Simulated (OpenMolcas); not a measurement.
# Mo²⁺ among point charges: CASSCF levels and susceptibility

How does a field of 4 point charges split the states of Mo²⁺, and what χT follows?

The numbers are computed with OpenMolcas 26.06 (state-averaged CASSCF, spin-orbit coupling by RASSI with atomic mean-field integrals), except any that are marked as measured or tabulated.

1 further run of the same task is left out (it didn't finish).

## 1. Starting point

- Species: Mo²⁺ (molybdenum, Z = 42, 40 electrons)
- Basis: ANO-RCC-VDZP [6s5p3d1f], 43 functions
- Scalar Hamiltonian: DKH2, point nucleus
- Inactive shells: 1s 2s 2p 3s 3p 3d 4s 4p
- Active space: 4 electrons in 5 orbitals (4d)
- Some configurations of this space: 4d4
- Orbitals: optimised for each spin and parity, averaged over all roots

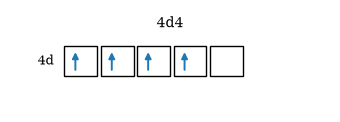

Outer shells as boxes.

The ion sits among 4 point charges of -2.5 e arranged as a square (D4h), 1.77 Å from the ion. The active orbitals were held to one l.

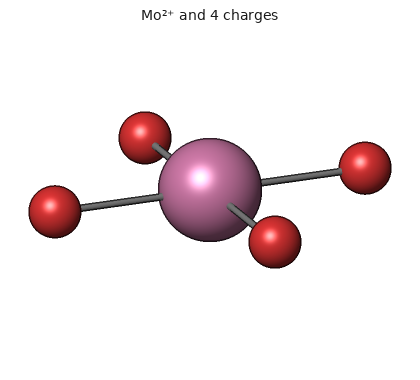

The ion and the point charges (red).

The work runs as a chain of OpenMolcas steps in one folder; each step below is one input file. Labels, J, g values, rates, χT and fits are worked out afterwards by a script from the matrices that RASSI stores. The input lists half of the charges; inversion (Group=XYZ) makes the rest.

## 2. One- and two-electron integrals

File a.inp:

```
&GATEWAY
Coord
1

Mo 0.0 0.0 0.0
Basis=ANO-RCC-VDZP
Group=XYZ
NoMove
AngMom=0.0 0.0 0.0
AMFI
XField
2 Angstrom 0
1.770000 0.000000 0.000000 -2.500000
0.000000 1.770000 0.000000 -2.500000
&SEWARD
```

The program printed:

```text
Basis set label: MO.ANO-RCC...6S5P3D1F.

      Electronic valence basis set:
      ------------------
      Associated Effective Charge  42.000000 au
      Associated Actual Charge     42.000000 au
      Nuclear Model: Point charge

      Shell  nPrim  nBasis  Cartesian Spherical Contaminant
         s      21       6        X
         p      18       5        X
         d      13       3                 X
         f       6       1                 X
                  Relativistic Douglas-Kroll-Hess integrals:
                    - DKH order of Hamiltonian: 2
                    - DKH order of Properties : 0
                  Atomic mean-field integrals
```

## 3. Reference wave functions, quintets of even parity, 5 roots

File a.inp:

```
&RASSCF
FileOrb=start.orb
Symmetry=1
Spin=5
nActEl=4 0 0
Inactive=9 9
Ras2=5 0
CIRoot=5 5 1
SDav=5
CIMx=300
Iter=120 100
PrWF=0.3
OrbListing=Nothing
MaxOrb=0
SupSym
1
15 4 5 6 7 8 10 11 12 13 14 17 18 19 20 21
0
>>> COPY $Project.JobIph JOB001
```

start.orb holds the contracted functions of the basis, ordered by shell, or the orbitals of the step before.

The program printed, shortened:

```text
[...]
      Number of active orbitals                  5
[...]
      Spin quantum number                      2.0
[...]
      Active orbitals                            5   0
[...]
      Number of CSFs                             5
      Number of root(s) required                 5
[...]
      Convergence after  8 iterations
[...]
      Natural orbitals and occupation numbers for root  1
      sym 1:   1.000000   1.000000   1.000000   1.000000   0.000000
      Natural orbitals and occupation numbers for root  2
      sym 1:   0.000000   1.000000   1.000000   1.000000   1.000000
      Natural orbitals and occupation numbers for root  3
      sym 1:   1.000000   1.000000  -0.000000   1.000000   1.000000
::    RASSCF root number  1 Total energy:  -4051.26112800
::    RASSCF root number  2 Total energy:  -4051.12803660
::    RASSCF root number  3 Total energy:  -4051.00153378
::    RASSCF root number  4 Total energy:  -4050.97366369
::    RASSCF root number  5 Total energy:  -4050.97366369
```

## 4. CASSCF: triplets of even parity, 45 roots

File a.inp:

```
&RASSCF
FileOrb=start.orb
Symmetry=1
Spin=3
nActEl=4 0 0
Inactive=9 9
Ras2=5 0
CIRoot=45 45 1
SDav=45
CIMx=300
Iter=120 100
PrWF=0.3
OrbListing=Nothing
MaxOrb=0
SupSym
1
15 4 5 6 7 8 10 11 12 13 14 17 18 19 20 21
0
>>> COPY $Project.JobIph JOB002
```

The program printed, shortened:

```text
[...]
      Number of active orbitals                  5
[...]
      Spin quantum number                      1.0
[...]
      Active orbitals                            5   0
[...]
      Number of CSFs                            45
      Number of root(s) required                45
[...]
      Convergence after  7 iterations
[...]
      Natural orbitals and occupation numbers for root  1
      sym 1:   0.012697   0.999448   1.982059   0.007180   0.998617
      Natural orbitals and occupation numbers for root  2
      sym 1:   0.012697   1.982059   0.998617   0.007180   0.999448
      Natural orbitals and occupation numbers for root  3
      sym 1:   0.047859   0.998214   1.948109   0.007604   0.998214
::    RASSCF root number  1 Total energy:  -4051.28700035
::    RASSCF root number  2 Total energy:  -4051.28700035
::    RASSCF root number  3 Total energy:  -4051.24946582
[...]
::    RASSCF root number 27 Total energy:  -4050.91950067
::    RASSCF root number 28 Total energy:  -4050.91702464
::    RASSCF root number 29 Total energy:  -4050.90249262
::    RASSCF root number 30 Total energy:  -4050.90249262
```

## 5. CASSCF: singlets of even parity, 50 roots

File a.inp:

```
&RASSCF
FileOrb=start.orb
Symmetry=1
Spin=1
nActEl=4 0 0
Inactive=9 9
Ras2=5 0
CIRoot=50 50 1
SDav=50
CIMx=300
Iter=120 100
PrWF=0.3
OrbListing=Nothing
MaxOrb=0
SupSym
1
15 4 5 6 7 8 10 11 12 13 14 17 18 19 20 21
0
>>> COPY $Project.JobIph JOB003
```

The program printed, shortened:

```text
[...]
      Number of active orbitals                  5
[...]
      Spin quantum number                      0.0
[...]
      Active orbitals                            5   0
[...]
      Number of CSFs                            50
      Number of root(s) required                50
[...]
      Convergence after  7 iterations
[...]
      Natural orbitals and occupation numbers for root  1
      sym 1:   0.015409   1.972654   0.032008   0.007273   1.972654
      Natural orbitals and occupation numbers for root  2
      sym 1:   0.019840   1.975905   0.989638   0.006080   1.008538
      Natural orbitals and occupation numbers for root  3
      sym 1:   0.019840   1.008538   0.989638   0.006080   1.975905
::    RASSCF root number  1 Total energy:  -4051.29796274
::    RASSCF root number  2 Total energy:  -4051.26159450
::    RASSCF root number  3 Total energy:  -4051.26159450
[...]
::    RASSCF root number 27 Total energy:  -4050.96980798
::    RASSCF root number 28 Total energy:  -4050.95147913
::    RASSCF root number 29 Total energy:  -4050.89063742
::    RASSCF root number 30 Total energy:  -4050.88977874
```

## 6. RASSI: spin-orbit coupling between the states

File a.inp:

```
&RASSI
NrOfJobIphs=3 5 45 50
1 2 3 4 5
1 2 3 4 5 6 7 8 9 10 11 12 13 14 15 16 17 18 19 20 21 22 23 24 25 26 27
28 29 30 31 32 33 34 35 36 37 38 39 40 41 42 43 44 45
1 2 3 4 5 6 7 8 9 10 11 12 13 14 15 16 17 18 19 20 21 22 23 24 25 26 27
28 29 30 31 32 33 34 35 36 37 38 39 40 41 42 43 44 45 46 47 48 49 50
IphNames
JOB001
JOB002
JOB003
EJob
SpinOrbit
DIPRint=1.0
SOCoupling=1000.0
Subsets=2
Property=9
'ANGMOM' 1 'ANGMOM' 2 'ANGMOM' 3 'MLTPL  1' 1 'MLTPL  1' 2 'MLTPL  1' 3
'AMFI' 1 'AMFI' 2 'AMFI' 3
SOProperty=3
'ANGMOM' 1 'ANGMOM' 2 'ANGMOM' 3
```

The program printed:

```text
SPIN-FREE ENERGIES:
  (Shifted by EMIN (a.u.) =      -4051.2979627414)

 SF State       Relative EMIN(au)   Rel lowest level(eV)    D:o, cm**(-1)      L_eff

    51             0.0000000000        0.0000000000              0.0000         4.2
     6             0.0109623918        0.2983018779           2405.9669         2.7
     7             0.0109623918        0.2983018779           2405.9669         2.7
    52             0.0363682379        0.9896301686           7981.9056         4.6
    53             0.0363682379        0.9896301686           7981.9056         4.6
     1             0.0368347461        1.0023245022           8084.2923         1.9
     8             0.0484969196        1.3196684111          10643.8436         3.0
    54             0.0799306164        2.1750228762          17542.7426         3.6
    55             0.0821439202        2.2352499397          18028.5066         3.9
    10             0.0856633790        2.3310192925          18800.9385         3.9
     9             0.0856633790        2.3310192925          18800.9385         3.9
    56             0.1019691798        2.7747227376          22379.6482         3.4
    11             0.1024019157        2.7864980808          22474.6227         4.5
    12             0.1092327053        2.9723733337          23973.8077         3.7
    13             0.1102912518        3.0011778512          24206.1318         3.8
    14             0.1235635292        3.3623349183          27119.0600         2.8
    57             0.1254628304        3.4140175364          27535.9084         4.1
    58             0.1254628304        3.4140175364          27535.9084         4.1
    59             0.1411350980        3.8404816653          30975.5736         4.6
    15             0.1433494169        3.9007363526          31461.5604         3.2
    16             0.1527047400        4.1553076615          33514.8165         3.3
    17             0.1527047400        4.1553076615          33514.8165         3.3
    60             0.1570173861        4.2726607412          34461.3329         3.9
    61             0.1647302824        4.4825393408          36154.1180         3.5
     2             0.1699261388        4.6239257965          37294.4767         1.9
    62             0.1850325801        5.0349930047          40609.9573         3.5
    63             0.1899928413        5.1699685879          41698.6088         4.0
    64             0.1899928413        5.1699685879          41698.6088         4.0
    18             0.2128604301        5.7922273797          46717.4644         3.9
    19             0.2128604301        5.7922273797          46717.4644         3.9
    20             0.2351269367        6.3981298921          51604.3978         4.6
    21             0.2362563386        6.4288624840          51852.2728         3.7
    22             0.2416446713        6.5754864863          53034.8752         3.6
    23             0.2430062893        6.6125379981          53333.7158         3.7
    65             0.2566970111        6.9850815179          56338.4819         4.2
    66             0.2566970111        6.9850815179          56338.4819         4.2
    24             0.2617337779        7.1221389244          57443.9244         2.9
    25             0.2637983917        7.1783199285          57897.0548         3.6
    26             0.2637983917        7.1783199285          57897.0548         3.6
    67             0.2730224706        7.4293199007          59921.5061         4.9
Eigenvalues of complex Hamiltonian:
   -----------------------------------
  (Shifted by EMIN (a.u.) =      -4051.2979627414)

 SO State       Relative EMIN(au)   Rel lowest level(eV)    D:o, cm**(-1)     J-value

     1            -0.0012507031        0.0000000000              0.0000         4.1
     2             0.0098601443        0.3023415616           2438.5491         2.7
     3             0.0098856714        0.3030361887           2444.1517         2.7
     4             0.0107021299        0.3252531563           2623.3436         2.9
     5             0.0107021299        0.3252531564           2623.3436         2.9
     6             0.0116658039        0.3514760609           2834.8456         2.7
     7             0.0125208631        0.3747434072           3022.5094         3.0
     8             0.0360142895        1.0140321090           8178.7205         4.4
     9             0.0360142895        1.0140321088           8178.7205         4.4
    10             0.0367009453        1.0327169644           8329.4241         1.5
    11             0.0367024627        1.0327582534           8329.7571         1.5
    12             0.0367218596        1.0332860697           8334.0142         2.2
    13             0.0367218596        1.0332860698           8334.0142         2.2
    14             0.0367232928        1.0333250706           8334.3288         2.3
    15             0.0485391399        1.3548506483          10927.6074         3.1
    16             0.0488439637        1.3631453265          10994.5085         3.1
    17             0.0488439637        1.3631453266          10994.5085         3.1
    18             0.0799155450        2.2086461266          17813.9324         3.1
    19             0.0821036808        2.2681883353          18294.1727         3.4
    20             0.0847199681        2.3393811413          18868.3814         3.4
    21             0.0847504343        2.3402101669          18875.0679         3.4
    22             0.0853751688        2.3572100599          19012.1813         3.5
    23             0.0853751688        2.3572100599          19012.1813         3.5
    24             0.0862324197        2.3805370460          19200.3261         3.5
    25             0.0863000739        2.3823780104          19215.1745         3.4
    26             0.1020419305        2.8107357512          22670.1127         3.3
    27             0.1022155004        2.8154588264          22708.2069         4.1
    28             0.1022155004        2.8154588264          22708.2069         4.1
    29             0.1023070629        2.8179503710          22728.3025         4.2
    30             0.1088071010        2.9948254177          24154.8960         2.8
    31             0.1088071010        2.9948254178          24154.8960         2.8
    32             0.1091169681        3.0032573313          24222.9040         3.0
    33             0.1101879964        3.0324014950          24457.9675         3.1
    34             0.1102857112        3.0350604495          24479.4134         2.8
    35             0.1102857112        3.0350604496          24479.4134         2.8
    36             0.1224272296        3.3654479967          27144.1687         2.6
    37             0.1224272296        3.3654479965          27144.1687         2.6
    38             0.1231248864        3.3844322069          27297.2867         2.4
    39             0.1260676253        3.4645082109          27943.1432         3.3
    40             0.1260676253        3.4645082112          27943.1432         3.3
    41             0.1400697616        3.8455257488          31016.2569         4.1
Weights of the five most important spin-orbit-free states for each spin-orbit state.

 SO State  Total energy (au)           Spin-free states, spin, and weights
 -------------------------------------------------------------------------------------------------------
    1        -0.001251      51 0.0  0.9139    6 1.0  0.0423    7 1.0  0.0423    8 1.0  0.0003    1 2.0  0.0003
    2         0.009860       6 1.0  0.4983    7 1.0  0.4983    1 2.0  0.0018   55 0.0  0.0013   59 0.0  0.0001
    3         0.009886       7 1.0  0.4990    6 1.0  0.4990   54 0.0  0.0017    2 2.0  0.0001   14 1.0  0.0001
    4         0.010702       7 1.0  0.9926    1 2.0  0.0029    8 1.0  0.0024   53 0.0  0.0017   12 1.0  0.0001
    5         0.010702       6 1.0  0.9926    1 2.0  0.0029    8 1.0  0.0024   52 0.0  0.0017   12 1.0  0.0001
    6         0.011666       7 1.0  0.4966    6 1.0  0.4966    1 2.0  0.0064    2 2.0  0.0002   13 1.0  0.0001
    7         0.012521       6 1.0  0.4513    7 1.0  0.4513   51 0.0  0.0854    1 2.0  0.0061    8 1.0  0.0038
    8         0.036014      53 0.0  0.9376   52 0.0  0.0294    8 1.0  0.0236    1 2.0  0.0066    7 1.0  0.0019
    9         0.036014      52 0.0  0.9376   53 0.0  0.0294    8 1.0  0.0236    1 2.0  0.0066    6 1.0  0.0019
   10         0.036701       1 2.0  0.9901    6 1.0  0.0032    7 1.0  0.0032    9 1.0  0.0009   10 1.0  0.0009
   11         0.036702       1 2.0  0.9903    7 1.0  0.0032    6 1.0  0.0032    9 1.0  0.0009   10 1.0  0.0009
   12         0.036722       1 2.0  0.9886   53 0.0  0.0059    7 1.0  0.0033    9 1.0  0.0008   16 1.0  0.0004
```

These steps took 29 s in all on 1 thread, shared host.

States without spin-orbit coupling:

| state | degeneracy | E (cm-1) | free-ion L (%) |
| --- | --- | --- | --- |
| 1A1 | 1 | 0 | I (37) |
| 3E | 2 | 2406 | F (40) |
| 1E | 2 | 7982 | I (41) |
| 5B1 | 1 | 8084 | D (100) |
| 3A2 | 1 | 10644 | F (52) |
| 1B2 | 1 | 17543 | F (34) |
| 1B1 | 1 | 18029 | G (28) |
| 3E | 2 | 18801 | H (38) |
| 1A1 | 1 | 22380 | D (45) |
| 3B1 | 1 | 22475 | H (62) |
| 3A2 | 1 | 23974 | H (36) |
| 3A1 | 1 | 24206 | G (53) |
| 3B1 | 1 | 27119 | D (43) |
| 1E | 2 | 27536 | G (47) |
| 1B1 | 1 | 30976 | I (50) |
| 3B2 | 1 | 31462 | F (63) |
| 3E | 2 | 33515 | F (42) |
| 1A2 | 1 | 34461 | G (47) |
| 1A1 | 1 | 36154 | G (45) |
| 5B2 | 1 | 37294 | D (100) |
| 1B2 | 1 | 40610 | G (70) |
| 1E | 2 | 41699 | G (41) |
| 3E | 2 | 46717 | H (42) |
| 3B2 | 1 | 51604 | H (72) |

With spin-orbit coupling:

```csv
E (cm-1),Degeneracy,Label,2S+1,g
0.0,1,A1,1,
2439,1,B1,3,
2444,1,B2,3,
2623,2,E,3,0.00 0.00 1.97
2835,1,A2,3,
3023,1,A1,3,
8179,2,E,1,0.00 0.00 1.95
8329,1,A1,5,
8330,1,A2,5,
8334,2,E,5,0.00 0.00 3.85
8334,1,B1,5,
10928,1,A1,3,
10995,2,E,3,0.00 0.00 3.95
17814,1,B2,1,
18294,1,B1,1,
18868,1,A2,3,
18875,1,A1,3,
19012,2,E,3,0.00 0.00 2.06
19200,1,B2,3,
19215,1,B1,3,
22670,1,A1,1,
22708,2,E,3,0.00 0.00 3.79
22728,1,B2,3,
24155,2,E,3,0.00 0.00 0.66
```

The table of states holds 24 of 76 computed; the rest, higher up, is left out. Principal g values are given for doublets only; a zero marks a field direction without first-order Zeeman splitting.

Powder χT (cm³ K/mol): 0.00 at 2 K, 0.00 at 5 K, 0.00 at 10 K, 0.01 at 20 K, 0.02 at 50 K, 0.04 at 100 K, 0.06 at 150 K, 0.08 at 200 K, 0.10 at 250 K, 0.12 at 300 K.

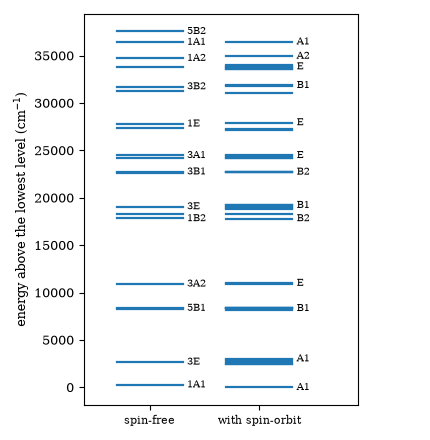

The states in the field without (left) and with (right) spin-orbit coupling.

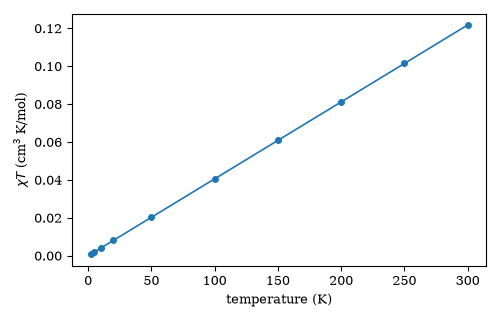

χT against temperature.

## 7. Results

| quantity | value |
| --- | --- |
| method | CASSCF |
| spin-free ground state | 1A1, 1-fold in its orbital part |
| first state of the same spin within the active space | 1E at 7980 cm⁻¹ |
| lowest level | 1-fold A1 |
| next level | 2438.5 cm⁻¹ |
| χT at 300 K | 0.12 cm³ K/mol |
| effective moment at 300 K | 0.99 μB |

The spin-free ground state (1A1) comes to 37 % from free-ion I terms and has less than the highest spin computed. The field of point charges can differ much from that of real complexes. With metal d orbitals alone active, the gaps between spin states are rough; where two lie within a few thousand cm-1, their order is open. Point charges carry no covalency, so the field is a model and not that of real ligands.
